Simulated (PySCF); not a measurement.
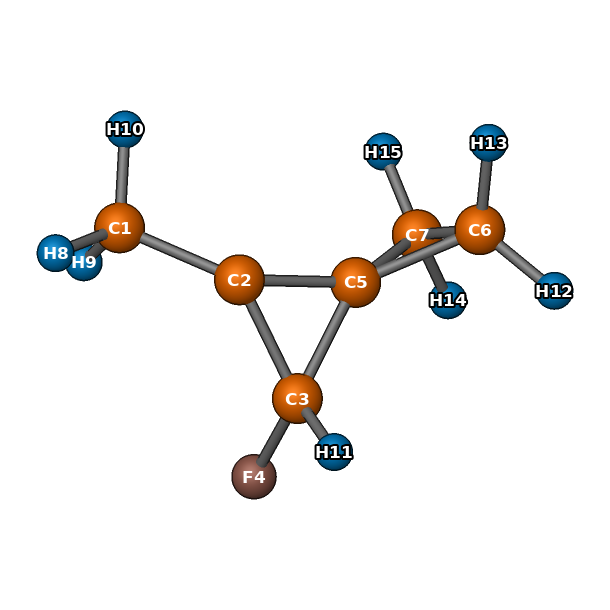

The questions are on Mulliken spin populations. Charge 0, doublet. The geometry was computed by an optimisation with GFN2-xTB. No frequency run is at hand to confirm it as a minimum. Level of theory: UKS B3LYP, pcH-1 on C F H, non-relativistic (PySCF 2.14.0).

List the Mulliken spin populations.

```
atom  value (e)
  C1      −0.06
  C2       0.85
  C3      −0.02
  F4       0.02
  C5      −0.04
  C6       0.08
  C7       0.07
  H8       0.02
  H9       0.06
 H10       0.00
 H11       0.02
 H12       0.00
 H13       0.01
 H14       0.01
 H15       0.00
```

Mulliken values depend strongly on the basis set.
